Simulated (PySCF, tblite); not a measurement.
# C₄H₆ClFSi+ (doublet): geometry, infrared bands and EPR parameters

Aim: predict the infrared bands and EPR parameters of C₄H₆ClFSi+ (doublet) (`F[C+]1C[SiH2]C[C]1Cl`).

Computed with tblite 0.8.0 and PySCF 2.14.0, with density-fitted response routines of our own, on a single molecule in the gas phase. Atoms are numbered from 0 throughout.

**1. Starting geometry**

13 atoms, charge 1, multiplicity 2; geometry from: force field or distance geometry start.

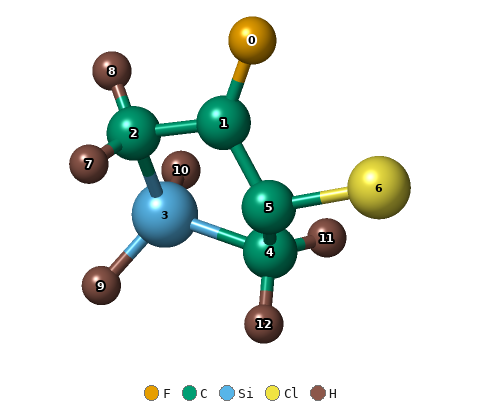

The starting geometry (fluorine amber, carbon teal, silicon blue, chlorine yellow, hydrogen brown), atoms numbered.

**2. Relaxing the molecule with GFN2-xTB**

The job: settings as JSON, then the geometry in Å.

```
{"job": {"kind": "relax", "xc": "GFN2-xTB", "basis": "xTB"}, "charge": 1, "multiplicity": 2}
F      1.858000     1.574700     0.980600
C      1.045000     0.803700     0.169100
C      1.308000    -0.681300     0.045000
Si    -0.479900    -1.250300     0.116800
C     -1.290800     0.372600    -0.295200
C     -0.113100     1.215200    -0.638400
Cl    -0.521900     2.896100    -0.234100
H      1.728000    -0.917300    -0.941300
H      1.902000    -1.023000     0.895200
H     -0.775100    -2.288200    -0.873400
H     -0.847700    -1.667800     1.489200
H     -1.928300     0.758100     0.500800
H     -1.888600     0.207900    -1.232000
```

Command:

```
> OMP_NUM_THREADS=1 python probes_run.py task.json out
```

One launch serves the whole session: the jobs run in the order shown.

Standard output:

```text
step      E/eV     max force
  0    -600.45703    5.690
  1    -601.24207    3.850
  2    -601.74372    1.702
  3    -601.87823    1.208
  4    -602.01949    0.751
  5    -602.05881    0.748
  6    -602.12609    0.648
  7    -602.16994    0.585
  8    -602.20816    0.509
  9    -602.23195    0.432
 10    -602.25400    0.413
 11    -602.27294    0.420
 12    -602.28447    0.205
 13    -602.28900    0.158
 14    -602.29217    0.149
 15    -602.29603    0.213
 16    -602.30010    0.181
 17    -602.30389    0.133
 18    -602.30674    0.119
 19    -602.30888    0.152
 20    -602.31083    0.138
 21    -602.31266    0.102
 22    -602.31413    0.091
 23    -602.31526    0.097
 24    -602.31637    0.106
 25    -602.31794    0.122
 26    -602.32015    0.152
 27    -602.32247    0.131
 28    -602.32418    0.115
 29    -602.32536    0.096
 30    -602.32666    0.092
 31    -602.32853    0.117
 32    -602.33049    0.117
 33    -602.33194    0.120
 34    -602.33322    0.106
 35    -602.33482    0.116
 36    -602.33657    0.131
 37    -602.33799    0.137
 38    -602.33910    0.083
 39    -602.34010    0.105
 40    -602.34153    0.122
 41    -602.34317    0.125
 42    -602.34501    0.101
 43    -602.34623    0.096
 44    -602.34728    0.110
 45    -602.34830    0.094
 46    -602.34985    0.073
 47    -602.35059    0.071
 48    -602.35145    0.077
 49    -602.35202    0.074
 50    -602.35271    0.073
 51    -602.35351    0.069
 52    -602.35446    0.063
 53    -602.35538    0.079
 54    -602.35620    0.074
 55    -602.35690    0.076
 56    -602.35761    0.088
 57    -602.35847    0.100
 58    -602.35960    0.101
 59    -602.36089    0.097
 60    -602.36218    0.101
 61    -602.36335    0.103
 62    -602.36439    0.085
 63    -602.36533    0.089
 64    -602.36631    0.103
 65    -602.36737    0.144
 66    -602.36857    0.136
 67    -602.36979    0.070
 68    -602.37031    0.038
 69    -602.37052    0.033
 70    -602.37067    0.037
 71    -602.37080    0.030
 72    -602.37093    0.024
 73    -602.37102    0.024
 74    -602.37106    0.014
 75    -602.37110    0.012
 76    -602.37113    0.013
 77    -602.37115    0.010
 78    -602.37116    0.005
```

It took 0.63 s on 1 thread of AMD EPYC 7B13, shared host.

Relaxation path: (not every step is listed)

```csv
step,energy from step 0 (eV),largest force (eV/Å)
0,0.0000,5.6895
1,-0.7850,3.8502
2,-1.2867,1.7024
3,-1.4212,1.2080
4,-1.5625,0.7510
5,-1.6018,0.7476
6,-1.6691,0.6480
7,-1.7129,0.5849
8,-1.7511,0.5086
14,-1.8351,0.1494
20,-1.8538,0.1380
26,-1.8631,0.1518
32,-1.8735,0.1168
38,-1.8821,0.0834
44,-1.8902,0.1102
50,-1.8957,0.0732
56,-1.9006,0.0881
62,-1.9074,0.0852
68,-1.9133,0.0380
73,-1.9140,0.0243
74,-1.9140,0.0139
75,-1.9141,0.0117
76,-1.9141,0.0125
77,-1.9141,0.0099
78,-1.9141,0.0055
```

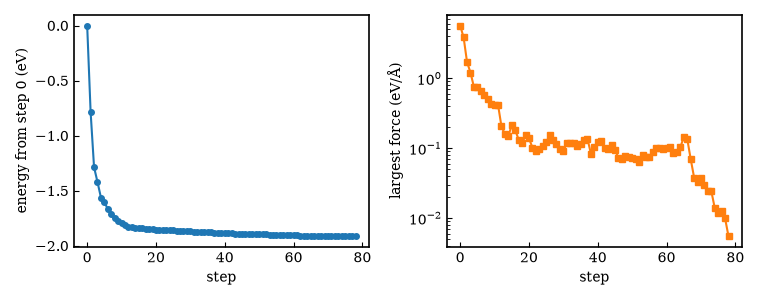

Energy and largest force along the relaxation.

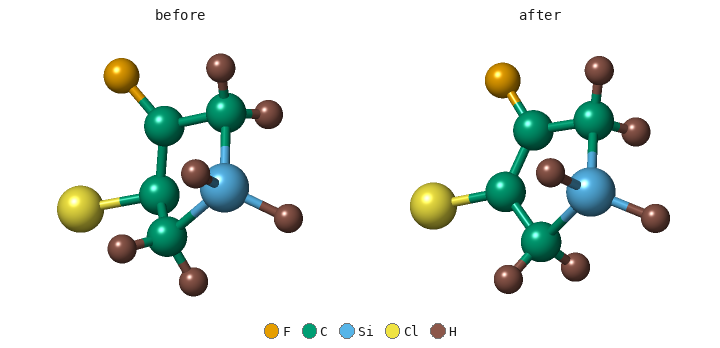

The geometry before (left) and after (right).

Close pairs (by a distance rule), those that changed most:

```csv
bond,before (Å),after (Å),change (Å)
C5–Cl6,1.777,1.684,-0.092
C2–Si3,1.878,1.964,+0.086
Si3–C4,1.860,1.945,+0.085
C1–C5,1.471,1.391,-0.080
F0–C1,1.383,1.312,-0.071
C1–C2,1.513,1.449,-0.064
C4–H12,1.123,1.095,-0.029
Si3–H10,1.481,1.460,-0.021
```

The end geometry stands in the next job.

**3. Vibrational analysis with GFN2-xTB**

The job: settings as JSON, then the geometry in Å.

```
{"job": {"kind": "ir", "xc": "GFN2-xTB", "basis": "xTB"}, "charge": 1, "multiplicity": 2}
F      1.999696     1.533731     0.662319
C      1.036294     0.783464     0.181665
C      1.245719    -0.638828     0.002391
Si    -0.565225    -1.344773     0.282153
C     -1.260983     0.332211    -0.415348
C     -0.231692     1.311785    -0.036168
Cl    -0.577217     2.937336     0.236648
H      1.474281    -0.886171    -1.037949
H      2.086226    -0.993687     0.596820
H     -0.819850    -2.470789    -0.603994
H     -0.821530    -1.462592     1.714197
H     -2.249641     0.656127    -0.095687
H     -1.320466     0.242671    -1.504776
```

Standard output:

```text
mode    cm-1     km/mol
  1      93.0      1.54
  2     114.3      2.47
  3     199.5      2.87
  4     291.1      1.48
  5     333.8      3.92
  6     365.3     34.76
  7     449.9      7.57
  8     473.4     35.91
  9     501.3      1.92
 10     525.3     15.50
 11     571.2     64.40
 12     625.7     16.87
 13     664.7     90.79
 14     693.2     67.81
 15     705.5     33.35
 16     716.4    117.52
 17     734.8     98.51
 18     939.6     14.75
 19     985.0     90.53
 20    1030.3     38.12
 21    1108.2     30.70
 22    1137.7     33.31
 23    1197.3    139.92
 24    1308.7    150.72
 25    1366.4     42.69
 26    1375.9     40.67
 27    1459.1     90.53
 28    2301.8     66.48
 29    2348.7    158.71
 30    2921.7      8.75
 31    2927.2     26.22
 32    3024.2      7.52
 33    3025.8     20.16
```

Wall time 0.52 s (1 thread of AMD EPYC 7B13, shared host).

The strongest bands and the atoms that carry them (share of the mass-weighted mode):

```csv
cm⁻¹,km/mol,atoms
665,90.8,"C4 32 %, C2 17 %, H11 14 %, Si3 11 %"
716,117.5,"H10 32 %, H9 32 %"
735,98.5,"H7 20 %, C2 13 %, C4 13 %, H12 12 %"
985,90.5,"H7 39 %, H8 13 %, H11 13 %, H12 12 %"
1197,139.9,"C5 34 %, C4 34 %, H11 25 %"
1309,150.7,"C1 54 %, H8 14 %, H7 13 %"
1459,90.5,"C1 50 %, C5 34 %"
2349,158.7,H9 91 %
```

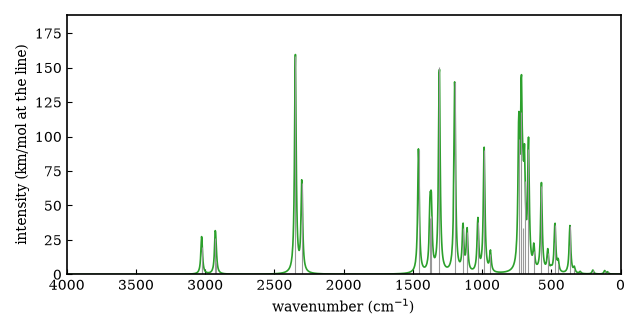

The infrared spectrum from these modes, unscaled. Lines are broadened to a width of 14 cm⁻¹ (Lorentzian).

**4. g tensor and hyperfine couplings: B3LYP/pcH-1**

Same as in step 3 but for these lines:

```diff
@@ -1,2 +1,2 @@
-{"job": {"kind": "ir", "xc": "GFN2-xTB", "basis": "xTB"}, "charge": 1, "multiplicity": 2}
+{"job": {"kind": "epr", "basis": "pcH-1"}, "charge": 1, "multiplicity": 2}
 F      1.999696     1.533731     0.662319
```

Method: UKS B3LYP, pcH-1 on C Cl F H Si, non-relativistic, mean-field spin-orbit, GIAO.

Standard output:

```text
UKS, coarse grid
  cycle   1  E = -1005.17965949  |g| = 4.81e-01
  cycle   2  E = -1005.02467060  |g| = 7.97e-01
  cycle   3  E = -1005.26379257  |g| = 1.18e-01
  cycle   4  E = -1005.26780467  |g| = 5.08e-02
  cycle   5  E = -1005.26892350  |g| = 1.04e-02
  cycle   6  E = -1005.26897507  |g| = 2.72e-03
  cycle   7  E = -1005.26897724  |g| = 1.06e-03
  cycle   8  E = -1005.26897827  |g| = 3.53e-04
UKS, final grid
  cycle   1  E = -1005.26901575  |g| = 5.37e-04
  cycle   2  E = -1005.26901554  |g| = 8.73e-04
  cycle   3  E = -1005.26901588  |g| = 5.63e-05
  cycle   4  E = -1005.26901589  |g| = 2.43e-05
E = -1005.26901589 Eh   <S^2> = 0.7519 (exact 0.7500)
g shifts (ppm)      1          2          3
  rmc          -210       -210       -210
  gc              8         40         40
  oz_so       -1303       8061      13178
  total       -1505       7890      13009
hyperfine (MHz)  atom isotope    a_iso     a_fc   dipolar eigenvalues
    0   19F      75.47      74.68   -161.71   -153.55    315.26
    1   13C      17.94      18.09    -32.24    -29.04     61.27
    2   13C     -11.05     -11.03     -5.52     -3.14      8.66
    3  29Si     -43.01     -43.05    -10.35      4.97      5.38
    4   13C     -12.55     -12.65     -4.13     -1.89      6.02
    5   13C      21.98      21.45    -33.49    -30.73     64.23
    6  35Cl       8.13       7.08    -36.25    -32.39     68.64
    7    1H     119.43     119.44     -5.04     -2.64      7.68
    8    1H      17.87      17.86     -3.82     -1.92      5.74
    9    1H      17.83      17.83     -1.26     -0.96      2.22
   10    1H      18.80      18.80     -1.83     -1.28      3.11
   11    1H      25.10      25.06     -3.71     -1.58      5.29
   12    1H     112.76     112.76     -4.23     -2.66      6.90
```

It took 54 s on 1 thread of AMD EPYC 7B13, shared host; peak memory 0.93 GiB.

Principal g values 2.00081, 2.01021, 2.01533; g(iso) = 2.00878, against 2.00232 for a free electron.

Mean a(iso) over the nuclei that a row names, and the largest dipolar term of the row (other rows stand at the frozen geometry):

```csv
nuclei,isotope,a(iso) (MHz),"a(iso) (G, at g = 2.0023)",largest dipolar term (MHz)
F0,19F,75.5,26.9,315.3
"H11, H12",1H,68.9,24.6,6.9
"H7, H8",1H,68.7,24.5,7.7
Si3,29Si,-43.0,-15.3,-10.3
C5,13C,22.0,7.8,64.2
"H9, H10",1H,18.3,6.5,3.1
C1,13C,17.9,6.4,61.3
C4,13C,-12.5,-4.5,6.0
C2,13C,-11.0,-3.9,8.7
Cl6,35Cl,8.1,2.9,68.6
```

Mulliken spin populations:

F0 0.06; C1 0.31; C2 0.01; Si3 0.02; C4 -0.01; C5 0.32; Cl6 0.17; H7 0.05; H8 0.01; H9 0.01; H10 0.01; H11 0.01; H12 0.04

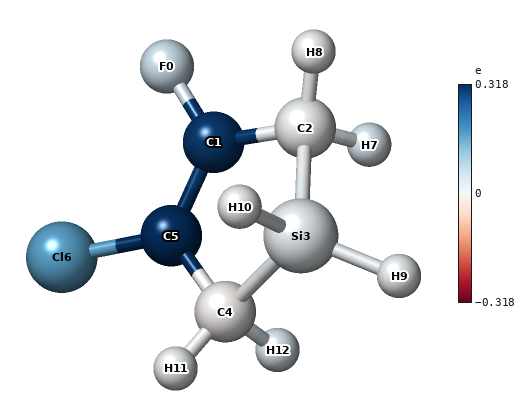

Mulliken spin populations, as colours on the atoms.

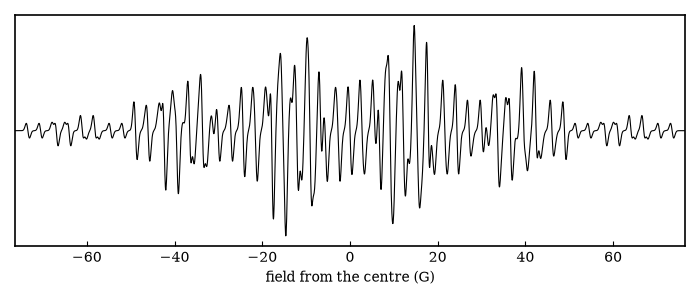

First-order isotropic spectrum (first derivative, main isotopes with spin only, couplings over 0.8 MHz, Gaussian width 0.4 G; couplings of the frozen geometry, rotation of groups not averaged beyond the rows shown).

The fields below are evaluated on a grid from the run's orbitals.

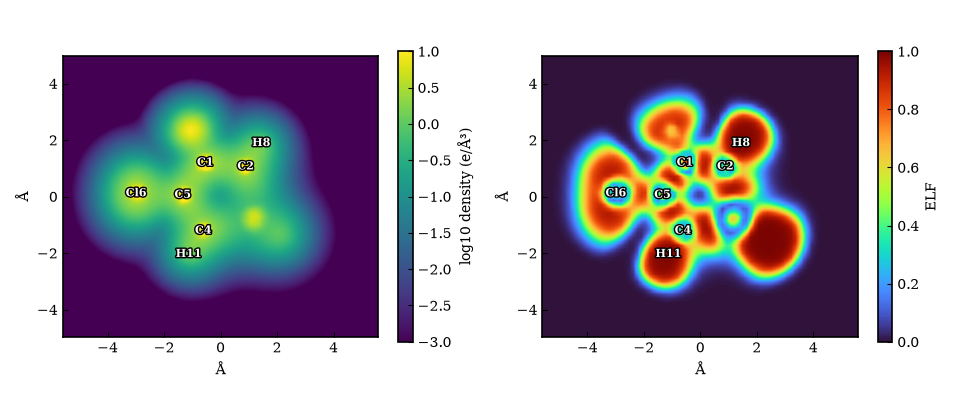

Density (left) and ELF (right) in a plane through or near 7 of the atoms.

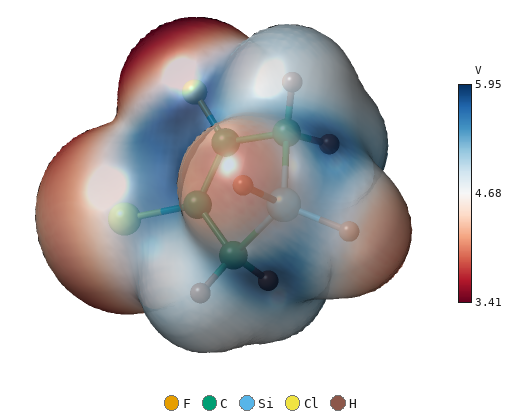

The potential that a unit positive charge feels on the 0.002 e/bohr³ surface, from 3.41 V near F0 to 5.95 V near Si3.

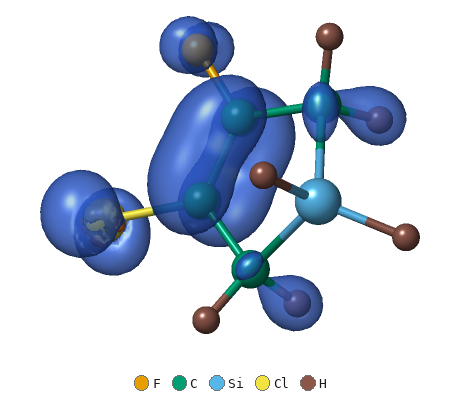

Spin density at ±0.03 e/Å³ (alpha excess blue, beta excess red).

**5. Summary of results**

```
                                 quantity                  value
strongest single infrared mode (GFN2-xTB)  2349 cm⁻¹, 159 km/mol
             zero-point energy (GFN2-xTB)          52.2 kcal/mol
                           g(iso) (B3LYP)                2.00878
                                     ⟨S²⟩     0.752 (exact 0.75)
       largest a(iso) (averaged by class)    19F on F0, 75.5 MHz
```

In words: Over 78 steps the energy fell by 1.914 eV; of the close pairs, C5–Cl6 changed most, 1.777 to 1.684 Å. No mode is imaginary among the 33: a minimum at this level. The strongest single mode, at 2349 cm⁻¹, moves mainly H9. GFN2-xTB is a fitted tight-binding method: band positions and strengths are rough. Its intensities can rank the bands wrongly. The largest spin populations lie on C5 (0.32 e), C1 (0.31 e). The isotropic g lies 6.5 ppt above the free-electron value. These values are for one conformer; the search (at its own cheap level) found 2 more, at 0.00, 1.88 kcal/mol (those within 0.05 may be mirror or relabelled copies), and measured spectra average over such forms.
